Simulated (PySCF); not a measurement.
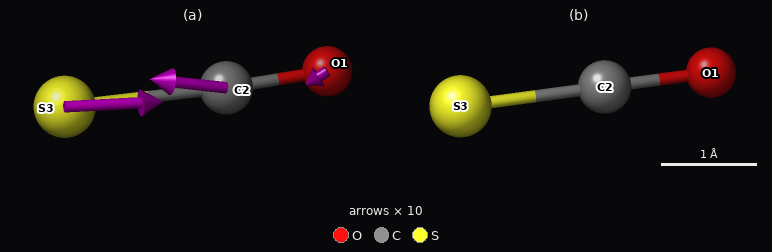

The structure of CSO before (left) and after (right) a relaxation, at one scale. The purple arrows give the displacements, magnified 10 times.

The picture is a ball-and-stick view, seen at a tilt.

The start comes from MMFF94s. Its atoms were then displaced at random by about 0.03 Å.

Theory: PBE0-D3(BJ)/def2-SVP geometry optimisation, gas phase (PySCF). 

### What changed between the two?

S3 moves most after the best rigid fit: 0.11 Å. Largest moves by element: S 0.11 Å, C 0.09 Å, O 0.03 Å. Among the contacts that change: C2–S3 1.755 → 1.564 Å, O1–C2 1.098 → 1.156 Å. Bond angles that change, for instance: O1–C2–S3 177.0° → 180.0°. The energy falls by 0.795 eV in 4 geometry steps. The run took 2.2 s on 1 thread of Intel(R) Xeon(R) 6975P-C, with other jobs on the host.
